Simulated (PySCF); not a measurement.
```xyz
19

C    -1.1086   -1.7093    0.0554
C    -0.6626   -0.5005    0.7292
C    -1.0956    0.8379    0.1375
C    -2.2593    1.2737   -0.2941
C     0.2951    1.3996    0.1554
C     0.8200    0.0029    0.5293
C     1.5803   -0.6905   -0.5929
O     2.8353   -0.0986   -0.8325
H    -1.5055   -2.5394    0.6061
H    -1.0944   -1.7699   -1.0153
H    -0.8934   -0.5507    1.7965
H    -3.1449    0.6633   -0.2397
H    -2.3720    2.2605   -0.7123
H     0.6607    1.7868   -0.7942
H     0.4495    2.1565    0.9241
H     1.4100   -0.0363    1.4489
H     1.6907   -1.7603   -0.3570
H     1.0347   -0.5976   -1.5335
H     3.3503   -0.1189   -0.0182
```

Geometry: GFN2-xTB.

All numbers below come from UKS B3LYP, pcH-1 on C H O, non-relativistic, mean-field spin-orbit, GIAO in PySCF.

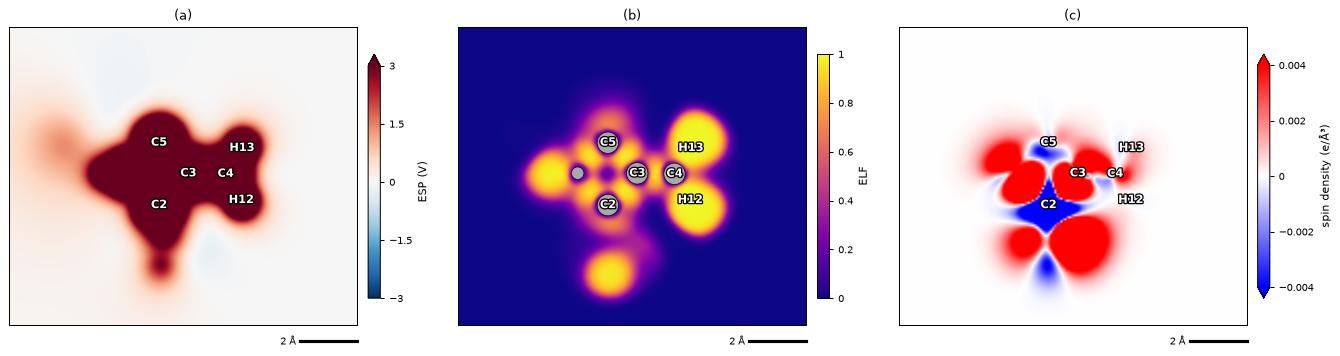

C7H11O (doublet). (a) molecular electrostatic potential; (b) ELF; (c) spin density (α minus β) on the plane of atoms H12, C4 and H13. Grey discs cover the atomic cores in the ELF map.

> What does the map show?

Atoms in the plane: C and H.
C–C (1.32 Å): the ELF peaks at about 0.95 between the atoms; a short, multiple covalent bond.
C–C (1.50 Å): the ELF peaks at about 0.95 between the atoms, as expected for a covalent bond.
C–H (1.08 Å): the ELF climbs to about 1 towards the hydrogen, as it does in any bond to H (a covalent bond by its length).
The unpaired spin (1 electron) lies mostly on C1 (about 0.7), in electrons by Hirshfeld's partition.
The potential has no marked negative region in this plane.
